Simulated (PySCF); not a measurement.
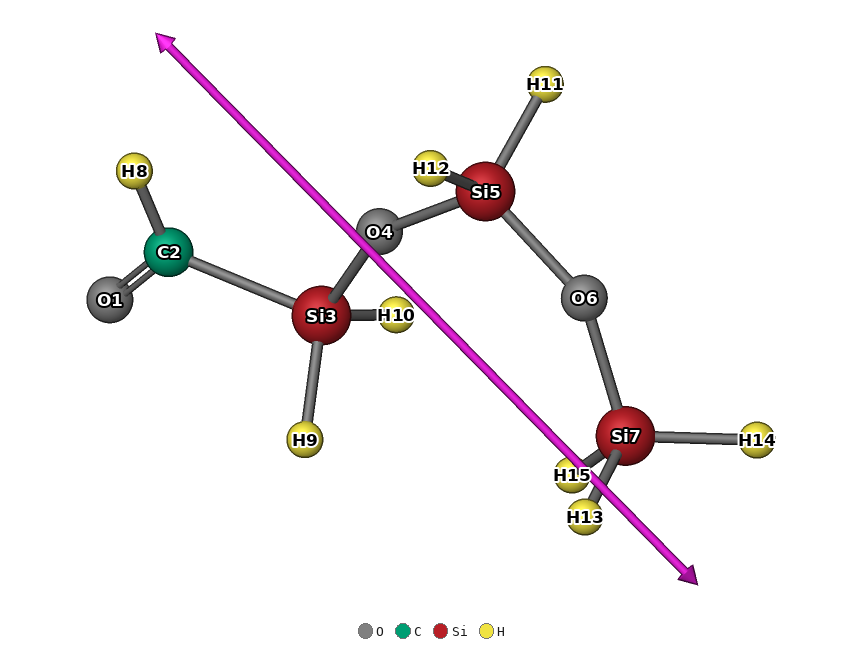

The double arrow shows the direction of the transition dipole to excited singlet state 4 (its length means nothing). The computed structure is the end point of a PBE0-D3(BJ)/def2-SVP optimisation. No frequency run is at hand to confirm it as a minimum. Method: TDDFT CAM-B3LYP/def2-SVPD, vertical, gas phase, core orbitals frozen in the response (PySCF 2.14.0).

### Where does the transition lie, and how strong is it?

6.88 eV (180 nm), oscillator strength 0.035, of mixed character, with the largest part HOMO−1 → LUMO (weight 0.49); transition dipole 1.16 D.
